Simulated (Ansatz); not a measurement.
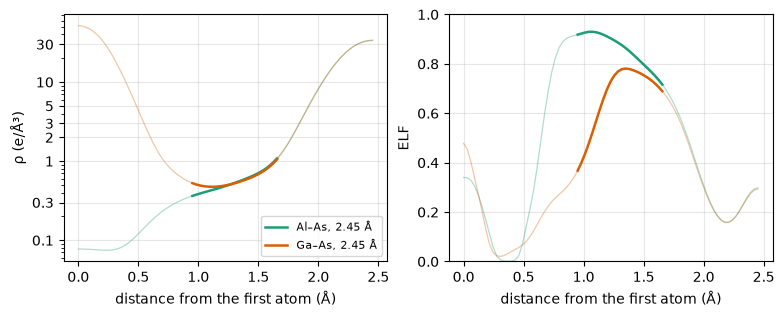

The picture shows: AlGa3As4. Valence electron density and electron localisation function along straight lines between neighbouring atoms. Thin, pale parts lie inside the atomic spheres.

Space group Pmm2; started from the ordered alloy on zincblende lattice prototype, which need not be the ambient phase; computed pressure about 3 GPa in this cell.

Theory: Ansatz 0.2.0, DFT, PBE with spin-orbit coupling, plane waves, PAW.

The density is the valence pseudo-density of a PAW calculation; it isn't the true density close to the nuclei.

### Compare the contacts.

Al–As (2.45 Å): ρ is about 0.48 e/Å³ halfway; the ELF peaks at about 0.95 between the atoms; a shared electron pair.
Ga–As (2.45 Å): ρ at the midpoint is about 0.49 e/Å³; the ELF peaks at about 0.80 between the atoms: a shared electron pair.
